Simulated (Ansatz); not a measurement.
# Run report: CClFI, molecular dynamics

CClFI, multiplicity 2, SMILES F[C](Cl)I, computed with UKS PBE/def2-SVP (Ansatz 0.2.0).

The geometry comes from this level: PBE0-D4/def2-TZVP. Figures and captions count atoms from 1; the log counts them from 0 in places.

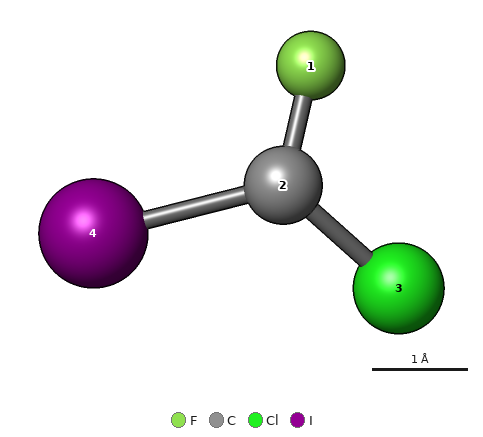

The input geometry (ball-and-stick view, seen on its broad side; atoms are numbered from 1 in the order of the input). Bond lengths as drawn: C–Cl 1.71 Å, C–F 1.32 Å and C–I 2.09 Å.

Input file
```yaml
crystal:
  periodic: [false, false, false]
  atoms:
    - {symbol: F, position_ang: [1.323474, 0.023191, 0.502691]}
    - {symbol: C, position_ang: [0.019388, 0.066030, 0.298125]}
    - {symbol: Cl, position_ang: [-0.728936, -1.459963, 0.453465]}
    - {symbol: I, position_ang: [-0.558425, 1.310441, -1.274582]}
basis:
  gaussian: {orbitals: def2-SVP}
magnetization: {spin_polarized: true, initial_magnetization: 1}
hamiltonian: {xc: {name: PBE}}
md: {timestep: 1 fs, n_steps: 50, ensemble: nvt_langevin, temperature: 300, initial_velocities: maxwell_boltzmann, friction: 0.01, seed: 815}
```

Hardware: 4 threads of Intel Xeon @ 2.80GHz, 23 GiB of memory available, shared host.

Launched with:
```bash
ansatz run in.yaml --threads 4 --pin off --events-out ev --progress --plain --max-ram 10444MiB
```

Log
```
Functional definition: PBE
  name "PBE"
  cite "Perdew, Burke & Ernzerhof, Phys. Rev. Lett. 77, 3865 (1996) doi:10.1103/PhysRevLett.77.3865"
  parent pbe
  parameter kappa = 0.804
  parameter beta = 0.06672455060314922
  exchange = pbe_x(kappa = kappa, mu = beta*pi^2/3)
  correlation = pbe_c(beta = beta)
817 factors; their error is unknown
mean field evaluation 1: about -24357.7903 eV, gradient 1.8e1 eV
mean field evaluation 2: about -24352.3052 eV, gradient 3.7e1 eV
mean field evaluation 4: about -24359.2715 eV, gradient 1.1e0 eV
mean field evaluation 8: about -24359.2775 eV, gradient 8.5e-2 eV
mean field evaluation 16: about -24359.2443 eV, gradient 7.0e-5 eV
mean field -24359.24430619 eV, -895.1857169635 hartree, gradient 6.2e-6 eV, S^2 0.752194; 0 other end points of the search recorded, 0 dependent functions left out
the calculation of the forces begins
reference -24359.24432810 eV, -895.1857177690 hartree; 29, 28 occupied and 43, 44 virtual orbitals, 817 factors
md step     0: t =     0.00 fs  T =   225.0 K  F+E_penalty+E_count = -24359.24430619 eV  E_kin = 0.116334 eV  (29 SCF iters)
these checks for a lower state are left out or cut short: starts, cluster_reference, orbital_swaps, neighbouring_geometries, increment
817 factors; their error is unknown
mean field -24359.24311866 eV, -895.1856733228 hartree, gradient 8.7e-6 eV, S^2 0.752197; 0 other end points of the search recorded, 0 dependent functions left out
the calculation of the forces begins
reference -24359.24314057 eV, -895.1856741280 hartree; 29, 28 occupied and 43, 44 virtual orbitals, 817 factors
md step     1: t =     1.00 fs  T =   218.0 K  F+E_penalty+E_count = -24359.24311866 eV  E_kin = 0.112696 eV  (30 SCF iters)
[... from here on the SCF iterations and repeated set-up lines of each step are left out, up to the last step ...]
md step     2: t =     2.00 fs  T =   238.8 K  F+E_penalty+E_count = -24359.23908963 eV  E_kin = 0.123459 eV  (30 SCF iters)
md step     3: t =     3.00 fs  T =   257.2 K  F+E_penalty+E_count = -24359.23306408 eV  E_kin = 0.132964 eV  (30 SCF iters)
md step     4: t =     4.00 fs  T =   243.6 K  F+E_penalty+E_count = -24359.22591499 eV  E_kin = 0.125931 eV  (32 SCF iters)
md step     5: t =     5.00 fs  T =   264.1 K  F+E_penalty+E_count = -24359.21739860 eV  E_kin = 0.136557 eV  (31 SCF iters)
md step     6: t =     6.00 fs  T =   207.3 K  F+E_penalty+E_count = -24359.20929788 eV  E_kin = 0.107208 eV  (32 SCF iters)
md step     7: t =     7.00 fs  T =   183.4 K  F+E_penalty+E_count = -24359.20454740 eV  E_kin = 0.094840 eV  (32 SCF iters)
md step     8: t =     8.00 fs  T =   189.9 K  F+E_penalty+E_count = -24359.20412388 eV  E_kin = 0.098175 eV  (31 SCF iters)
md step     9: t =     9.00 fs  T =   193.0 K  F+E_penalty+E_count = -24359.20909283 eV  E_kin = 0.099799 eV  (31 SCF iters)
md step    10: t =    10.00 fs  T =   218.5 K  F+E_penalty+E_count = -24359.21777072 eV  E_kin = 0.112964 eV  (31 SCF iters)
md step    11: t =    11.00 fs  T =   213.6 K  F+E_penalty+E_count = -24359.22760847 eV  E_kin = 0.110427 eV  (31 SCF iters)
md step    12: t =    12.00 fs  T =   234.8 K  F+E_penalty+E_count = -24359.23738569 eV  E_kin = 0.121414 eV  (31 SCF iters)
md step    13: t =    13.00 fs  T =   243.9 K  F+E_penalty+E_count = -24359.24605739 eV  E_kin = 0.126100 eV  (31 SCF iters)
md step    14: t =    14.00 fs  T =   273.7 K  F+E_penalty+E_count = -24359.25316418 eV  E_kin = 0.141492 eV  (30 SCF iters)
md step    15: t =    15.00 fs  T =   249.1 K  F+E_penalty+E_count = -24359.25739068 eV  E_kin = 0.128782 eV  (30 SCF iters)
md step    16: t =    16.00 fs  T =   246.8 K  F+E_penalty+E_count = -24359.25766017 eV  E_kin = 0.127624 eV  (30 SCF iters)
md step    17: t =    17.00 fs  T =   213.0 K  F+E_penalty+E_count = -24359.25378761 eV  E_kin = 0.110135 eV  (30 SCF iters)
md step    18: t =    18.00 fs  T =   205.0 K  F+E_penalty+E_count = -24359.24760829 eV  E_kin = 0.106015 eV  (29 SCF iters)
md step    19: t =    19.00 fs  T =   239.2 K  F+E_penalty+E_count = -24359.24109542 eV  E_kin = 0.123691 eV  (32 SCF iters)
md step    20: t =    20.00 fs  T =   215.9 K  F+E_penalty+E_count = -24359.23538485 eV  E_kin = 0.111614 eV  (32 SCF iters)
md step    21: t =    21.00 fs  T =   209.6 K  F+E_penalty+E_count = -24359.23155306 eV  E_kin = 0.108355 eV  (31 SCF iters)
md step    22: t =    22.00 fs  T =   213.2 K  F+E_penalty+E_count = -24359.23001074 eV  E_kin = 0.110254 eV  (32 SCF iters)
md step    23: t =    23.00 fs  T =   201.4 K  F+E_penalty+E_count = -24359.23079828 eV  E_kin = 0.104120 eV  (31 SCF iters)
md step    24: t =    24.00 fs  T =   160.1 K  F+E_penalty+E_count = -24359.23290030 eV  E_kin = 0.082772 eV  (31 SCF iters)
md step    25: t =    25.00 fs  T =   172.6 K  F+E_penalty+E_count = -24359.23419413 eV  E_kin = 0.089244 eV  (31 SCF iters)
md step    26: t =    26.00 fs  T =   173.1 K  F+E_penalty+E_count = -24359.23399163 eV  E_kin = 0.089497 eV  (31 SCF iters)
md step    27: t =    27.00 fs  T =   159.3 K  F+E_penalty+E_count = -24359.23256509 eV  E_kin = 0.082354 eV  (32 SCF iters)
md step    28: t =    28.00 fs  T =   166.4 K  F+E_penalty+E_count = -24359.23030731 eV  E_kin = 0.086038 eV  (32 SCF iters)
md step    29: t =    29.00 fs  T =   180.5 K  F+E_penalty+E_count = -24359.22727998 eV  E_kin = 0.093339 eV  (31 SCF iters)
md step    30: t =    30.00 fs  T =   175.6 K  F+E_penalty+E_count = -24359.22383075 eV  E_kin = 0.090807 eV  (33 SCF iters)
md step    31: t =    31.00 fs  T =   184.9 K  F+E_penalty+E_count = -24359.21997060 eV  E_kin = 0.095609 eV  (33 SCF iters)
md step    32: t =    32.00 fs  T =   201.4 K  F+E_penalty+E_count = -24359.21510226 eV  E_kin = 0.104128 eV  (33 SCF iters)
md step    33: t =    33.00 fs  T =   174.1 K  F+E_penalty+E_count = -24359.21000234 eV  E_kin = 0.090038 eV  (33 SCF iters)
md step    34: t =    34.00 fs  T =   127.2 K  F+E_penalty+E_count = -24359.20570108 eV  E_kin = 0.065790 eV  (25 SCF iters)
md step    35: t =    35.00 fs  T =   112.9 K  F+E_penalty+E_count = -24359.20209812 eV  E_kin = 0.058389 eV  (25 SCF iters)
md step    36: t =    36.00 fs  T =    99.1 K  F+E_penalty+E_count = -24359.19970350 eV  E_kin = 0.051249 eV  (26 SCF iters)
md step    37: t =    37.00 fs  T =    81.3 K  F+E_penalty+E_count = -24359.19920742 eV  E_kin = 0.042026 eV  (25 SCF iters)
md step    38: t =    38.00 fs  T =    91.2 K  F+E_penalty+E_count = -24359.20010243 eV  E_kin = 0.047153 eV  (30 SCF iters)
md step    39: t =    39.00 fs  T =    91.9 K  F+E_penalty+E_count = -24359.20220151 eV  E_kin = 0.047502 eV  (26 SCF iters)
md step    40: t =    40.00 fs  T =   100.8 K  F+E_penalty+E_count = -24359.20531476 eV  E_kin = 0.052130 eV  (26 SCF iters)
md step    41: t =    41.00 fs  T =    97.4 K  F+E_penalty+E_count = -24359.20917468 eV  E_kin = 0.050364 eV  (32 SCF iters)
md step    42: t =    42.00 fs  T =   119.3 K  F+E_penalty+E_count = -24359.21368267 eV  E_kin = 0.061674 eV  (32 SCF iters)
md step    43: t =    43.00 fs  T =   159.4 K  F+E_penalty+E_count = -24359.21850357 eV  E_kin = 0.082428 eV  (32 SCF iters)
md step    44: t =    44.00 fs  T =   160.9 K  F+E_penalty+E_count = -24359.22324273 eV  E_kin = 0.083185 eV  (32 SCF iters)
md step    45: t =    45.00 fs  T =   169.0 K  F+E_penalty+E_count = -24359.22768899 eV  E_kin = 0.087389 eV  (32 SCF iters)
md step    46: t =    46.00 fs  T =   142.2 K  F+E_penalty+E_count = -24359.23206495 eV  E_kin = 0.073539 eV  (32 SCF iters)
md step    47: t =    47.00 fs  T =   112.3 K  F+E_penalty+E_count = -24359.23601920 eV  E_kin = 0.058054 eV  (32 SCF iters)
md step    48: t =    48.00 fs  T =   106.4 K  F+E_penalty+E_count = -24359.23941931 eV  E_kin = 0.055010 eV  (32 SCF iters)
md step    49: t =    49.00 fs  T =   130.3 K  F+E_penalty+E_count = -24359.24283903 eV  E_kin = 0.067350 eV  (32 SCF iters)
these checks for a lower state are left out or cut short: starts, cluster_reference, orbital_swaps, neighbouring_geometries, increment
817 factors; their error is unknown
mean field -24359.24641461 eV, -895.1857944466 hartree, gradient 2.7e-5 eV, S^2 0.752602; 0 other end points of the search recorded, 0 dependent functions left out
the calculation of the forces begins
reference -24359.24643682 eV, -895.1857952629 hartree; 29, 28 occupied and 43, 44 virtual orbitals, 817 factors
817 factors; their error is unknown
mean field evaluation 416: about -24359.2464 eV, gradient 3.3e-4 eV
mean field -24359.24641461 eV, -895.1857944466 hartree, gradient 2.6e-5 eV, S^2 0.752602; 1 other end points of the search recorded, 0 dependent functions left out
the calculation of the forces begins
reference -24359.24643682 eV, -895.1857952629 hartree; 29, 28 occupied and 43, 44 virtual orbitals, 817 factors
md step    50: t =    50.00 fs  T =   148.2 K  F+E_penalty+E_count = -24359.24641461 eV  E_kin = 0.076643 eV  (30 SCF iters)
```

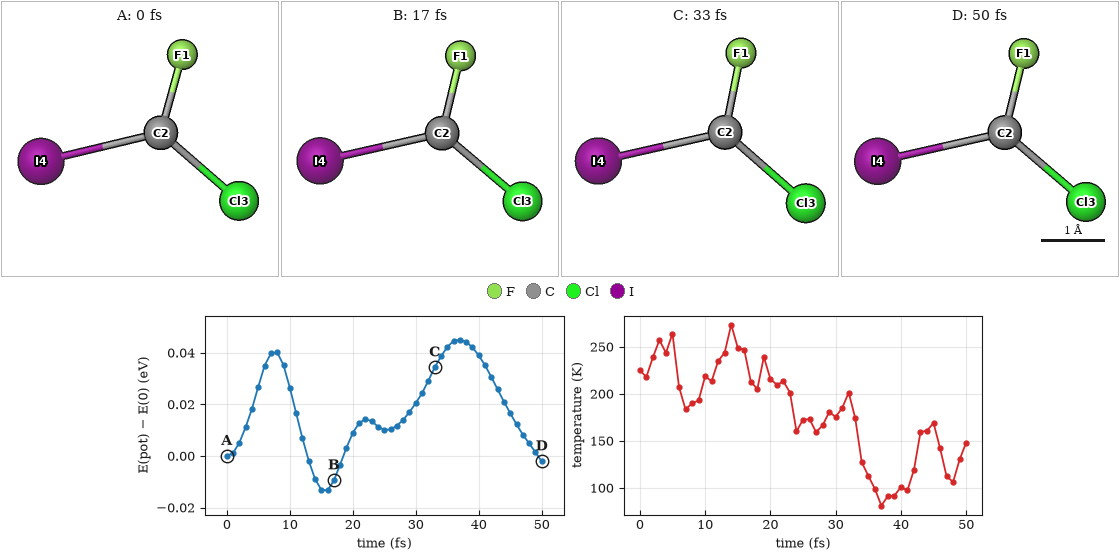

Frames of the molecular dynamics (ball-and-stick, seen on its broad side) above the curves, on which the letters mark them. The trajectory kept here has 51 frames over 50 fs. The temperature starts at 225 K, ranges from 81 to 274 K and averages 140 K over the second half. The potential energy ends 0.002 eV below its first value. After an unweighted best fit of the last frame on the first, the root-mean-square displacement is 0.06 Å.

```
Total energy: -24359.24643682 eV, -895.1857952629 hartree
Atom 0 at     1.257963     0.091699     0.677734 Å, force    -0.190849    -0.220270    -0.054981 eV/Å
Atom 1 at    -0.039411     0.071532     0.405437 Å, force    -0.177354     0.217249    -0.124181 eV/Å
Atom 2 at    -0.787671    -1.505978     0.584495 Å, force     0.303065     0.447312    -0.198602 eV/Å
Atom 3 at    -0.536706     1.336560    -1.327558 Å, force     0.065138    -0.444291     0.377765 eV/Å
Dipole moment:    -0.025052    -0.045037    -0.052875 e Å
```

Trajectory as extended XYZ (Å, eV, eV/Å), 22 of the 51 frames kept, from step=0 to step=50
```
4
Properties=species:S:1:pos:R:3:forces:R:3 step=0 time_fs=0.0 energy=-24359.24431 temperature=225.0
F     1.3235    0.0232    0.5027    0.5510   0.0246   0.0912
C     0.0194    0.0660    0.2981    0.0154   0.1420   0.4182
Cl   -0.7289   -1.4600    0.4535   -0.3488  -0.6419   0.0737
I    -0.5584    1.3104   -1.2746   -0.2176   0.4753  -0.5832
4
Properties=species:S:1:pos:R:3:forces:R:3 step=2 time_fs=2.0 energy=-24359.23909 temperature=238.8
F     1.3202    0.0270    0.5049   -0.0435   0.0848   0.0331
C    -0.0019    0.0721    0.3015    0.7077   0.0565   0.5170
Cl   -0.7293   -1.4602    0.4588   -0.4052  -0.6468   0.0722
I    -0.5561    1.3095   -1.2767   -0.2589   0.5054  -0.6223
4
Properties=species:S:1:pos:R:3:forces:R:3 step=5 time_fs=5.0 energy=-24359.21740 temperature=264.1
F     1.3155    0.0364    0.5093   -0.7906   0.1189  -0.0015
C    -0.0331    0.0790    0.3136    1.5454   0.0490   0.5219
Cl   -0.7319   -1.4617    0.4658   -0.4551  -0.6596   0.0797
I    -0.5524    1.3095   -1.2807   -0.2997   0.4917  -0.6001
4
Properties=species:S:1:pos:R:3:forces:R:3 step=7 time_fs=7.0 energy=-24359.20455 temperature=183.4
F     1.3118    0.0421    0.5122   -1.0751   0.1252   0.0011
C    -0.0481    0.0837    0.3215    1.8376   0.0001   0.4980
Cl   -0.7351   -1.4638    0.4716   -0.4448  -0.5945   0.0743
I    -0.5498    1.3102   -1.2834   -0.3177   0.4691  -0.5734
4
Properties=species:S:1:pos:R:3:forces:R:3 step=10 time_fs=10.0 energy=-24359.21777 temperature=218.5
F     1.3011    0.0471    0.5196   -1.0010   0.1165   0.0590
C    -0.0554    0.0896    0.3368    1.6797  -0.1385   0.3698
Cl   -0.7402   -1.4713    0.4800   -0.3618  -0.3756   0.0546
I    -0.5465    1.3114   -1.2876   -0.3169   0.3976  -0.4834
4
Properties=species:S:1:pos:R:3:forces:R:3 step=12 time_fs=12.0 energy=-24359.23739 temperature=234.8
F     1.2918    0.0512    0.5244   -0.6886   0.0758   0.1371
C    -0.0529    0.0908    0.3489    1.2861  -0.1793   0.2182
Cl   -0.7427   -1.4784    0.4852   -0.2863  -0.2292   0.0444
I    -0.5441    1.3122   -1.2899   -0.3112   0.3327  -0.3997
4
Properties=species:S:1:pos:R:3:forces:R:3 step=14 time_fs=14.0 energy=-24359.25316 temperature=273.7
F     1.2822    0.0559    0.5283   -0.1928   0.0144   0.2385
C    -0.0459    0.0918    0.3613    0.6927  -0.2116   0.0456
Cl   -0.7459   -1.4856    0.4905   -0.1930  -0.0744   0.0359
I    -0.5411    1.3132   -1.2919   -0.3068   0.2716  -0.3201
4
Properties=species:S:1:pos:R:3:forces:R:3 step=17 time_fs=17.0 energy=-24359.25379 temperature=213.0
F     1.2698    0.0621    0.5348    0.7781  -0.1113   0.3974
C    -0.0303    0.0882    0.3787   -0.4557  -0.1606  -0.2395
Cl   -0.7521   -1.4969    0.4980   -0.0391   0.1089   0.0260
I    -0.5382    1.3152   -1.2954   -0.2833   0.1629  -0.1838
4
Properties=species:S:1:pos:R:3:forces:R:3 step=19 time_fs=19.0 energy=-24359.24110 temperature=239.2
F     1.2650    0.0651    0.5405    1.2585  -0.1717   0.4668
C    -0.0225    0.0873    0.3886   -1.0540  -0.1644  -0.3788
Cl   -0.7565   -1.5037    0.5036    0.0591   0.2371   0.0168
I    -0.5362    1.3168   -1.2982   -0.2636   0.0991  -0.1048
4
Properties=species:S:1:pos:R:3:forces:R:3 step=21 time_fs=21.0 energy=-24359.23155 temperature=209.6
F     1.2644    0.0685    0.5476    1.4173  -0.2294   0.4904
C    -0.0181    0.0853    0.3979   -1.3397  -0.1502  -0.4798
Cl   -0.7624   -1.5100    0.5110    0.1596   0.3542   0.0057
I    -0.5349    1.3188   -1.3008   -0.2372   0.0254  -0.0163
4
Properties=species:S:1:pos:R:3:forces:R:3 step=24 time_fs=24.0 energy=-24359.23290 temperature=160.1
F     1.2696    0.0753    0.5594    0.9970  -0.3073   0.4518
C    -0.0204    0.0787    0.4107   -1.0697  -0.0564  -0.5701
Cl   -0.7699   -1.5178    0.5220    0.2737   0.4525  -0.0041
I    -0.5331    1.3208   -1.3044   -0.2009  -0.0889   0.1224
4
Properties=species:S:1:pos:R:3:forces:R:3 step=26 time_fs=26.0 energy=-24359.23399 temperature=173.1
F     1.2751    0.0801    0.5669    0.5406  -0.3487   0.4062
C    -0.0247    0.0754    0.4186   -0.6941  -0.0102  -0.6024
Cl   -0.7738   -1.5223    0.5286    0.3351   0.5121  -0.0079
I    -0.5320    1.3214   -1.3065   -0.1816  -0.1532   0.2041
4
Properties=species:S:1:pos:R:3:forces:R:3 step=29 time_fs=29.0 energy=-24359.22728 temperature=180.5
F     1.2828    0.0859    0.5799   -0.0826  -0.3962   0.3341
C    -0.0310    0.0724    0.4291   -0.1869   0.0228  -0.6329
Cl   -0.7800   -1.5283    0.5374    0.4194   0.6124  -0.0155
I    -0.5298    1.3225   -1.3103   -0.1499  -0.2389   0.3143
4
Properties=species:S:1:pos:R:3:forces:R:3 step=31 time_fs=31.0 energy=-24359.21997 temperature=184.9
F     1.2869    0.0894    0.5914   -0.3795  -0.4175   0.2771
C    -0.0329    0.0712    0.4334    0.0200   0.0184  -0.6223
Cl   -0.7836   -1.5326    0.5437    0.4792   0.6932  -0.0304
I    -0.5294    1.3234   -1.3132   -0.1197  -0.2940   0.3756
4
Properties=species:S:1:pos:R:3:forces:R:3 step=33 time_fs=33.0 energy=-24359.21000 temperature=174.1
F     1.2891    0.0935    0.6033   -0.5191  -0.4420   0.2396
C    -0.0324    0.0711    0.4393    0.0622   0.0146  -0.6384
Cl   -0.7881   -1.5358    0.5494    0.5444   0.7720  -0.0393
I    -0.5298    1.3246   -1.3167   -0.0875  -0.3446   0.4381
4
Properties=species:S:1:pos:R:3:forces:R:3 step=36 time_fs=36.0 energy=-24359.19970 temperature=99.1
F     1.2900    0.0970    0.6191   -0.6730  -0.4557   0.1896
C    -0.0332    0.0726    0.4460    0.1195  -0.0010  -0.6374
Cl   -0.7949   -1.5370    0.5570    0.6050   0.8492  -0.0498
I    -0.5300    1.3259   -1.3200   -0.0515  -0.3925   0.4976
4
Properties=species:S:1:pos:R:3:forces:R:3 step=38 time_fs=38.0 energy=-24359.20010 temperature=91.2
F     1.2873    0.0980    0.6277   -0.6739  -0.4478   0.1606
C    -0.0343    0.0734    0.4458    0.0957   0.0001  -0.6071
Cl   -0.7976   -1.5359    0.5612    0.6119   0.8596  -0.0636
I    -0.5305    1.3272   -1.3221   -0.0337  -0.4119   0.5101
4
Properties=species:S:1:pos:R:3:forces:R:3 step=40 time_fs=40.0 energy=-24359.20531 temperature=100.8
F     1.2822    0.0978    0.6374   -0.5956  -0.4250   0.1386
C    -0.0356    0.0740    0.4449    0.0210   0.0123  -0.5736
Cl   -0.7984   -1.5334    0.5652    0.5922   0.8369  -0.0770
I    -0.5308    1.3283   -1.3238   -0.0177  -0.4243   0.5120
4
Properties=species:S:1:pos:R:3:forces:R:3 step=43 time_fs=43.0 energy=-24359.21850 temperature=159.4
F     1.2740    0.0967    0.6518   -0.4600  -0.3764   0.0838
C    -0.0372    0.0732    0.4363   -0.0871   0.0450  -0.4528
Cl   -0.7965   -1.5291    0.5716    0.5379   0.7714  -0.1161
I    -0.5329    1.3310   -1.3246    0.0092  -0.4400   0.4850
4
Properties=species:S:1:pos:R:3:forces:R:3 step=45 time_fs=45.0 energy=-24359.22769 temperature=169.0
F     1.2695    0.0968    0.6619   -0.4129  -0.3361   0.0282
C    -0.0379    0.0735    0.4269   -0.1100   0.0696  -0.3350
Cl   -0.7950   -1.5234    0.5764    0.4925   0.7137  -0.1486
I    -0.5342    1.3332   -1.3256    0.0304  -0.4472   0.4553
4
Properties=species:S:1:pos:R:3:forces:R:3 step=48 time_fs=48.0 energy=-24359.23942 temperature=106.4
F     1.2635    0.0941    0.6726   -0.3138  -0.2752  -0.0333
C    -0.0384    0.0718    0.4137   -0.1351   0.1614  -0.1989
Cl   -0.7915   -1.5132    0.5816    0.3931   0.5662  -0.1821
I    -0.5355    1.3356   -1.3271    0.0557  -0.4525   0.4143
4
Properties=species:S:1:pos:R:3:forces:R:3 step=50 time_fs=50.0 energy=-24359.24642 temperature=148.2
F     1.2580    0.0917    0.6777   -0.1908  -0.2203  -0.0550
C    -0.0394    0.0715    0.4054   -0.1774   0.2172  -0.1242
Cl   -0.7877   -1.5060    0.5845    0.3031   0.4473  -0.1986
I    -0.5367    1.3366   -1.3276    0.0651  -0.4443   0.3778
```

Results in brief

```tsv
quantity	value
outcome	finished
mean temperature over the second half	140 K
trajectory	50 steps, 50 fs
ensemble	nvt_langevin
temperature in the input	300 K
time step	1 fs
potential energy (last step)	−24359.2464 eV
⟨S²⟩ (last step)	0.753
SCF solution under orbital rotations (last step)	stable
largest force (length of the vector) (last step)	0.587 eV/Å
dipole moment (last step)	0.35 D
wall time	34 s (CPU time 2 min)
peak memory	0.34 GiB
```

So short a trajectory is not equilibrated. The logged temperature at the start can lie below the typed one, since it is counted over all degrees of freedom. The temperature stays far from the 300 K of the thermostat over the second half: the run isn't equilibrated.
